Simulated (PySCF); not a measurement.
C2H8Ge, SMILES `C[GeH2]C`.

Level of theory: ωB97X/def2-TZVP (PySCF), at a geometry from GFN2-xTB. No frequency check shows the geometry to be a minimum. A basis without diffuse functions makes polarisabilities too small. GFN2-xTB bond lengths at metals and heavier atoms can be off by up to 0.1 Å and shapes distorted, which carries into these values.

Geometry (Å), atoms numbered from 1:

```
C1      -1.6234   -0.7366    0.0002
Ge2      0.0000    0.3758    0.0000
C3       1.6234   -0.7366   -0.0002
H4      -2.5227   -0.1275   -0.0008
H5      -1.6479   -1.3751   -0.8794
H6      -1.6477   -1.3751    0.8797
H7      -0.0000    1.2845   -1.2003
H8       0.0000    1.2845    1.2004
H9       2.5227   -0.1275    0.0008
H10      1.6479   -1.3751    0.8794
H11      1.6477   -1.3752   -0.8797
```

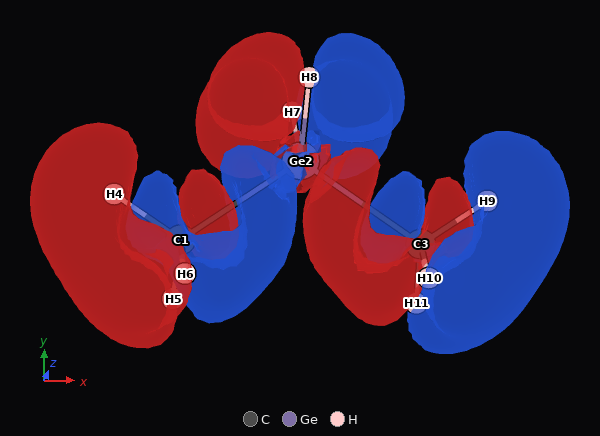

Change of the electron density in a uniform field of 0.21 V/Å, surfaces at ±0.001 e/Å³ (red: gain, blue: loss).

### Along which Cartesian direction does the field point?

Along +x: electrons gather on the −x side, against the field.

### What dipole is induced, and what polarisability does it imply?

The induced dipole is 0.63 D (along the field); α along this axis, from the fields in both directions, is 62 bohr³ (9.1 Å³).

### Which atoms gain and lose the most charge?

Electrons gather most on H4 (Hirshfeld charge changes by −0.009 e) and leave H9 most (+0.009 e); 0.054 electrons are displaced in all.
